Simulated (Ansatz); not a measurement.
H₅NSSi···CH₅N

The calculation's input:

```
crystal:
  periodic: [false, false, false]
  atoms:
    - { symbol: Si, position_ang: [0.0309, 1.1536, -0.5632] }
    - { symbol: "N", position_ang: [0.1982, -0.684, 0.493] }
    - { symbol: C, position_ang: [-0.6933, -1.8062, 0.2928] }
    - { symbol: H, position_ang: [0.1033, 2.6022, -0.8252] }
    - { symbol: H, position_ang: [-1.3304, 0.7488, -0.9147] }
    - { symbol: "N", position_ang: [1.4696, 0.7041, -1.3921] }
    - { symbol: H, position_ang: [-0.0099, 0.0022, 1.6197] }
    - { symbol: S, position_ang: [-0.1381, 1.7723, 1.8789] }
    - { symbol: H, position_ang: [1.1605, -0.9921, 0.561] }
    - { symbol: H, position_ang: [-1.7223, -1.4503, 0.2892] }
    - { symbol: H, position_ang: [-0.496, -2.2929, -0.6666] }
    - { symbol: H, position_ang: [-0.5857, -2.5509, 1.0861] }
    - { symbol: H, position_ang: [1.6513, -0.2558, -1.6312] }
    - { symbol: H, position_ang: [1.8239, 1.3278, -2.0961] }
    - { symbol: H, position_ang: [-1.4618, 1.7211, 1.8684] }
basis:
  gaussian: { orbitals: "6-31G*" }
hamiltonian:
  xc: b3lyp
relax:
  f_tol: 0.15
  max_steps: 25
  restrain:
    - { distance: [0, 7], at: 2.16, k: 30.0 }
    - { distance: [6, 1], at: 1.02, k: 30.0 }
    - { distance: [0, 1], at: 3.12, k: 30.0 }
    - { distance: [6, 7], at: 2.66, k: 30.0 }
output:
  orbitals: {}
```

Command:

```sh
ansatz run input.yaml --threads 2 --pin off --max-ram 3072MiB --backend cpu --events-out ev --progress --plain --runs-dir out
```

The fields are those of the relaxed geometry.

These are results of Ansatz, RKS B3LYP/6-31G*, not measurements.

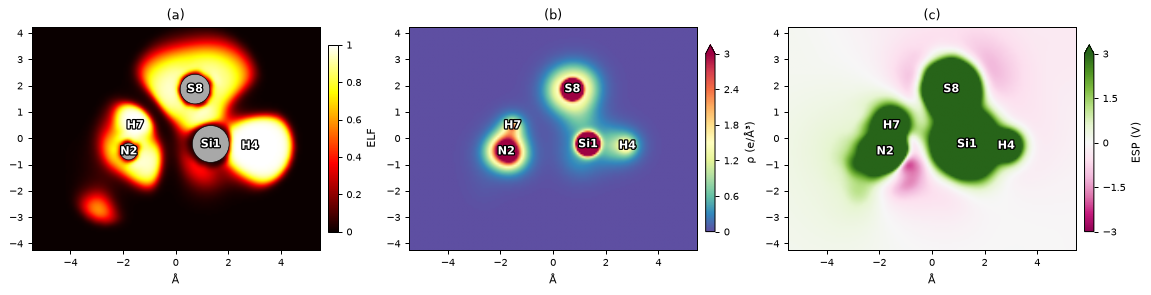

Figure 1. (a) electron localisation function; (b) total electron density; (c) electrostatic potential on the plane of atoms H4, Si1 and S8. Grey discs cover the atomic cores in the ELF map.

Describe what can be read from this map.

Answer. Atoms in the plane: Si, N, H and S.
Si1···N2 (3.13 Å): the density falls to about 0.07 e/Å³ on the way; the ELF dips to about 0.05 between them.
Si–S (2.17 Å): ρ is about 0.8 e/Å³ halfway; the ELF peaks at about 0.95 between the atoms: a covalent bond.
N–H (1.02 Å): the density is about 2.8 e/Å³ at the midpoint; the ELF climbs to about 1 towards the hydrogen, as it does in any bond to H (a covalent bond by its length).
The ELF also peaks beside N2 and S8, away from the bonds: lone-pair regions.
Outside the dense part of the complex the potential is most negative (−1.9 V) near N2.

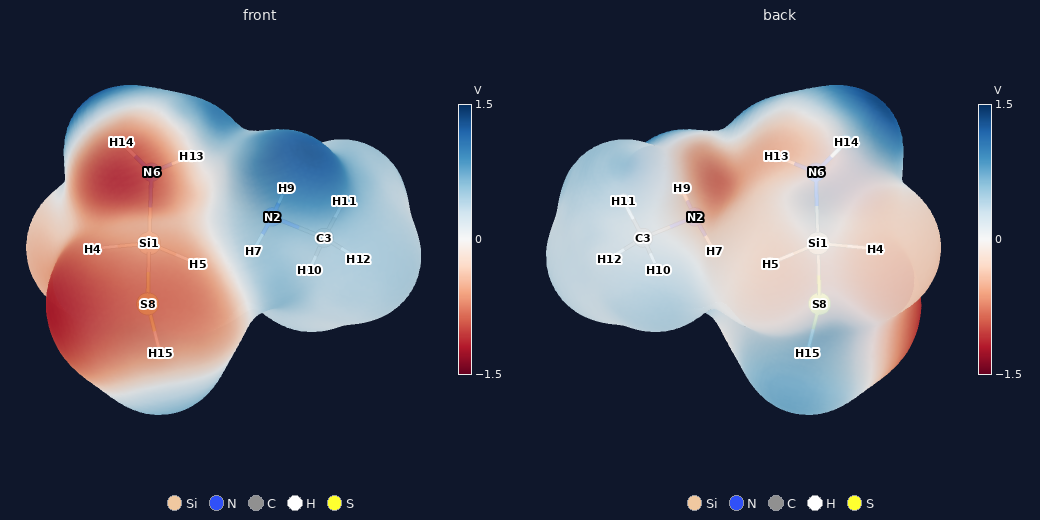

Figure 2. The electrostatic potential painted on the density surface at 0.001 e/bohr³, seen from the front and from behind; red is negative and blue positive.

Describe the electrostatic potential map.

Answer. The most negative region (about −1.2 V) lies over N6 and S8, the most positive (about +1.3 V) over H9 and H14.

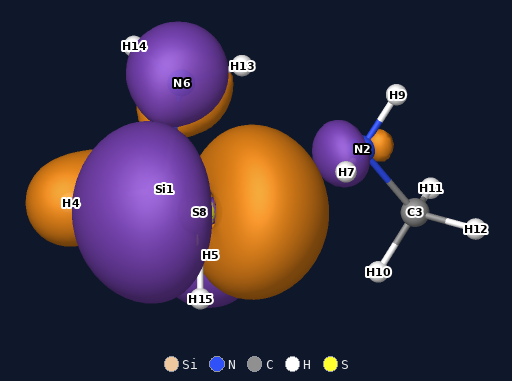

Figure 3. The HOMO at ±0.08 Å⁻³ᐟ² (orange and purple are the two phases), seen at a tilt.

Where does this orbital lie, and at what energy?

Answer. It lies mainly on S8 (about 70 %) and N6 (about 10 %); largely a lone pair of S8. Its energy is −6.62 eV.
